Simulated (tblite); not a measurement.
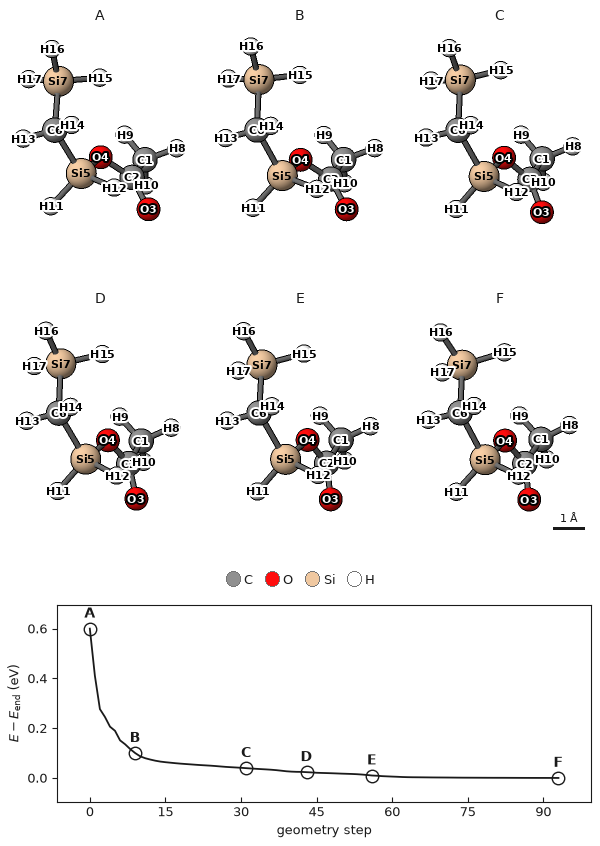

Frames of a relaxation of C3H10O2Si2, marked on the history of the run. Style: ball-and-stick. Shown from a free direction.

Method: GFN2-xTB geometry optimisation, gas phase in tblite. 

Describe the path.

Answer. The energy falls by 0.600 eV in 93 geometry steps. The largest move after the best rigid fit is that of O3, 0.74 Å. By element the largest moves are O 0.74 Å, H 0.65 Å, C 0.26 Å, Si 0.20 Å. Near-neighbour distances that change, for instance: O4–Si5 1.739 → 1.668 Å, C2–O3 1.268 → 1.202 Å, C2–O4 1.389 → 1.325 Å, C6–Si7 1.866 → 1.905 Å. Bond angles that change, for instance: O4–Si5–C6 109.5° → 100.8°, C6–Si5–H11 106.6° → 113.5°, C6–Si5–H12 108.0° → 113.7°. Groups turn about C1–C2 by about 30°, O4–Si5 by about 25°. From step 0 to 9: H11 moves most (0.20 Å), energy −0.500 eV. From step 9 to 31: O3 moves most (0.20 Å), energy −0.061 eV. From step 31 to 43: O3 moves most (0.26 Å), energy −0.016 eV. From step 43 to 56: H17 moves most (0.22 Å), energy −0.013 eV. From step 56 to 93: H17 moves most (0.16 Å), energy −0.010 eV.

| step | E − E(0), eV |
| --- | --- |
| 0 | 0.0000 |
| 1 | -0.1890 |
| 2 | -0.3233 |
| 3 | -0.3549 |
| 4 | -0.3939 |
| 5 | -0.4106 |
| 6 | -0.4489 |
| 7 | -0.4646 |
| 8 | -0.4837 |
| 9 | -0.5000 |
| 10 | -0.5131 |
| 14 | -0.5342 |
| 19 | -0.5439 |
| 23 | -0.5494 |
| 27 | -0.5555 |
| 32 | -0.5619 |
| 36 | -0.5669 |
| 41 | -0.5753 |
| 45 | -0.5791 |
| 49 | -0.5818 |
| 54 | -0.5862 |
| 58 | -0.5927 |
| 62 | -0.5962 |
| 67 | -0.5977 |
| 71 | -0.5983 |
| 76 | -0.5989 |
| 80 | -0.5993 |
| 84 | -0.5995 |
| 89 | -0.5998 |
| 93 | -0.5999 |
